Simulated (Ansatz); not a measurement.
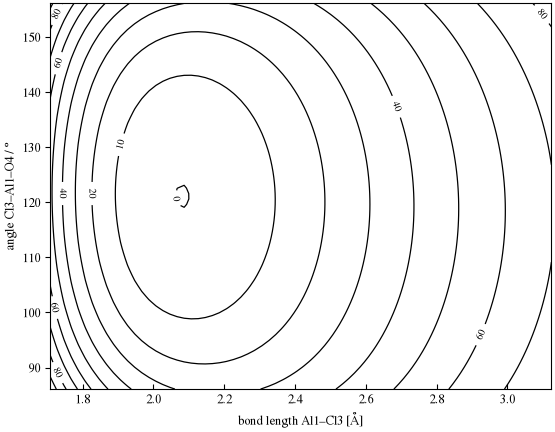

Energy landscape of AlCl2(OH). The first coordinate is: bond length Al1–Cl3; the second: angle Cl3–Al1–O4. Nothing is relaxed (all other coordinates rigid). Grid: 13 × 13 points. All energies are given in kcal/mol relative to the lowest grid point. The reference is spin-restricted, which grows unreliable where a bond is stretched far. The calculation used RHF/def2-TZVP (Ansatz 0.2.0).

The picture shows contour lines labelled in kcal/mol. Between grid points the surface is interpolated. 

Q: Where are the wells?

A: The lowest grid point is at bond length Al1–Cl3 = 2.062 Å, angle Cl3–Al1–O4 = 121.1°. No other kind of well shows on this grid. The highest grid point, bond length Al1–Cl3 = 1.708 Å, angle Cl3–Al1–O4 = 86.1°, lies 97 kcal/mol above the lowest. Round the minimum the two coordinates are nearly uncoupled.

Each point was launched as `ansatz run input.yaml --threads 1 --pin off --max-ram 2560MiB --backend cpu --events-out ev --progress --plain --runs-dir out`. The whole map (169 points run) took 18 min on 1 thread of Arm Neoverse N1 (shared host).
